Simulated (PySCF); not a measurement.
# Cl4Tl (Tl(Cl)4-): the cost of one run

Computed with PySCF 2.14.0. Level: B3LYP, Tl def2-SVP with ECP60, Cl def2-SVP; scalar-relativistic core potentials, no spin–orbit coupling.

3 further runs of the same task are left out: 2 for a known fault of the program, 1 that didn't finish.

### Step 1. The starting structure

5 atoms, charge -1, spin multiplicity 1.

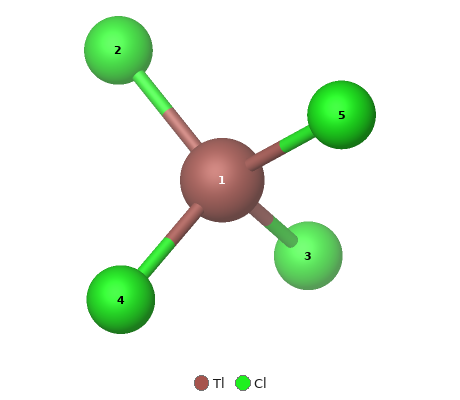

The structure; thallium brown, chlorine green; atoms are numbered from 1 in the order of the file.

Geometry (Å):

| atom | x (Å) | y (Å) | z (Å) |
| --- | --- | --- | --- |
| Tl1 | 0.0000 | 0.0000 | 0.0000 |
| Cl2 | 2.0253 | 0.0000 | 1.4599 |
| Cl3 | 0.0000 | 2.0253 | -1.4599 |
| Cl4 | -2.0253 | 0.0000 | 1.4599 |
| Cl5 | 0.0000 | -2.0253 | -1.4599 |

Formal oxidation states: Tl +3. An earlier session relaxed this geometry at B3LYP, Tl def2-SVP with ECP60, Cl def2-SVP (singlet, point group D2d).

Its energy there is -2013.095798 Eh.

### Step 2. Multiplicity 3 at the relaxed geometry

File run.py (the lines that set the calculation):

```python
mol = gto.M(atom='''
Tl     0.00000     0.00000     0.00000
Cl     2.02531     0.00000     1.45986
Cl     0.00000     2.02531    -1.45986
Cl    -2.02531     0.00000     1.45986
Cl     0.00000    -2.02531    -1.45986''',
    basis={'Tl': 'def2-SVP', 'Cl': 'def2-SVP'},
    ecp={'Tl': 'def2-SVP'},
    charge=-1, spin=2)
mf = dft.UKS(mol, xc='B3LYP')
mf.grids.atom_grid = (50, 194)
mf = mf.density_fit()  # fitting sets: Tl def2-universal-JKFIT, Cl def2-universal-JKFIT
mf.conv_tol = 1e-08; mf.max_cycle = 55
mf.kernel(dm0)  # dm0: free metal ions and neutral atoms
```

Launch:

```bash
$ OMP_NUM_THREADS=2 python run.py
```

**Question.** How long does this run take on 2 threads of Arm Neoverse V2, shared host?

About 13 s.
